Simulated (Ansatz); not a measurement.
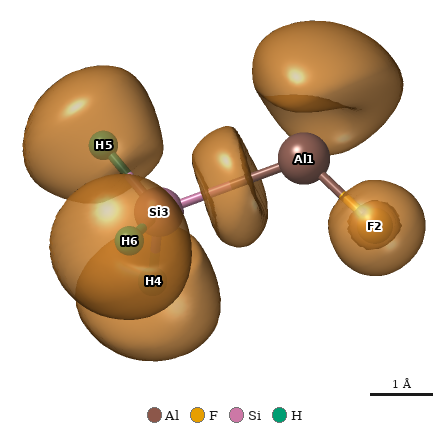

The picture shows: AlFH$_{3}$Si (SMILES [F][Al][SiH3]) (doublet). Isosurface of the ELF at 0.75 (orange), seen at a tilt. Core shells and regions of very low density are left out.

Geometry: B3LYP/6-31G*.

These are results of Ansatz 0.2.0, isolated molecule in a Gaussian basis; Kohn-Sham density functional theory, functional PBE0, not measurements.

```xyz
6

Al   -1.5916    0.0341    2.3836
F    -2.3830    0.5528    1.0075
Si    0.3178    1.4877    3.1808
H     1.3818    1.6060    2.1408
H     0.9270    0.8878    4.4007
H    -0.1564    2.8601    3.5264
```

Q: Where are the electrons localised?

A: The ELF exceeds this value in one region between bonded Al–Si atoms (shared pairs), three regions around hydrogen nuclei, one lobe on Al, pointing away from the bonds (non-bonding electrons) and one region wrapped around F (its valence shell).

Values along the shortest contacts:
Al–F (1.67 Å): the ELF peaks at about 0.85 in the valence shell of F, 0.6 Å from its nucleus, and is about 0.40 at the midpoint. Al–Si (2.53 Å): the ELF peaks at about 1 between the atoms: a covalent bond.
